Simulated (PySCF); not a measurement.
**AlH3: density, localisation and related maps**

Input

```
{"job": {"kind": "sp", "xc": "B3LYP", "basis": "ma-def2-TZVP", "d3": "d3bj", "grid": 2}, "charge": 0, "multiplicity": 1}
Al     0.010115     0.004634    -0.022971
H     -0.948515    -1.259702     0.082243
H     -0.591662     1.471270     0.101120
H      1.570596    -0.197551    -0.252309
```

Run with:

```sh
OMP_NUM_THREADS=1 python redox_run.py task.json out
```

Geometry: PBE0-D3(BJ)/ma-def2-SVP.

Computed with DFT single point, gas phase, functional B3LYP in PySCF.

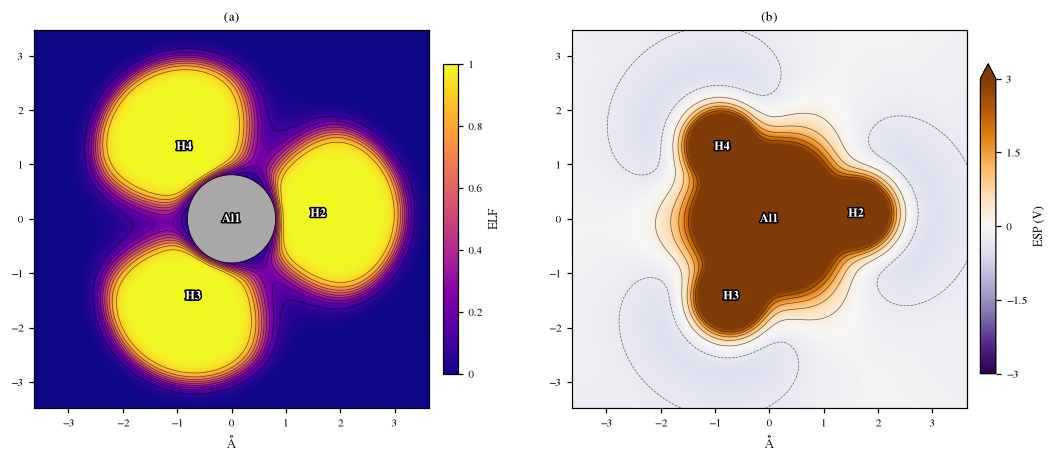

Figure 1. (a) ELF; (b) molecular electrostatic potential on the molecular plane. Grey discs cover the atomic cores in the ELF map.

> Interpret the plot.

Atoms in the plane: Al and H.
Al–H (1.59 Å): the ELF climbs to about 1 towards the hydrogen.
Outside the dense part of the molecule the potential is most negative (−0.4 V) near H2, H3 and H4.

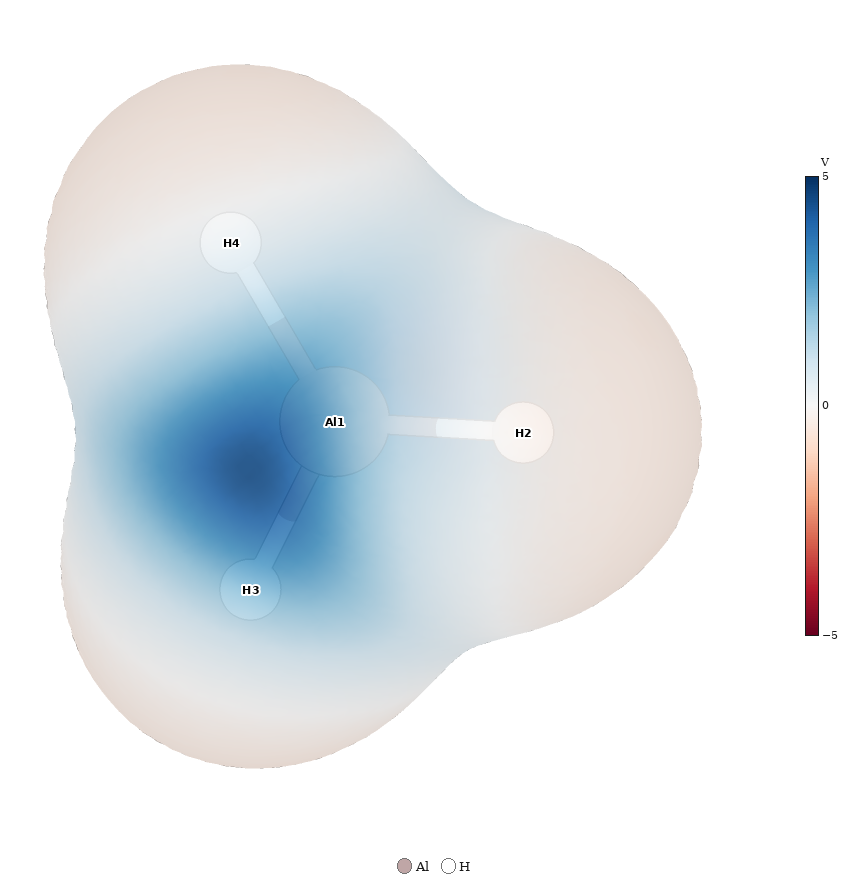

Figure 2. The electrostatic potential painted on the density surface at 0.002 e/bohr³, seen at a tilt; red is negative and blue positive.

> Which sites attract a positive test charge, and which a negative one?

A positive charge is drawn to the negative regions and a negative charge to the positive ones. The most negative region (about −0.4 V) lies over H2, H3 and H4, the most positive (about +4.4 V) over Al1.
